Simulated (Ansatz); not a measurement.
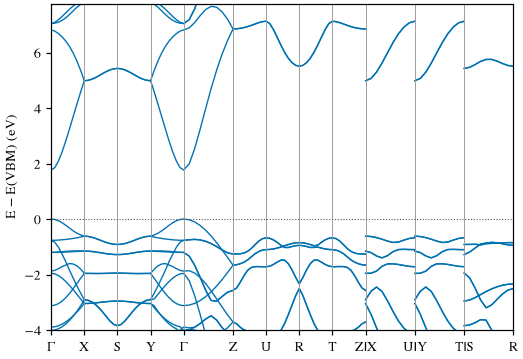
Figure: Band structure from plane-wave PAW r²SCAN (Ansatz code)

Task: Read off the gap and where the band edges lie.

Result: About 1.8 eV (1.77 eV by a search for the band edges); maximum at Γ, minimum at Γ.

The material is SnO$_{2}$ (rutile, P4_2/mnm).

The cell was relaxed with r²SCAN under the symmetry of its start. Point labels and valley counts follow the cell and symmetry of the run, lower than the named group. Spin–orbit coupling is left out wherever it is not named.

Potentials: the later of the program's two PAW sets.
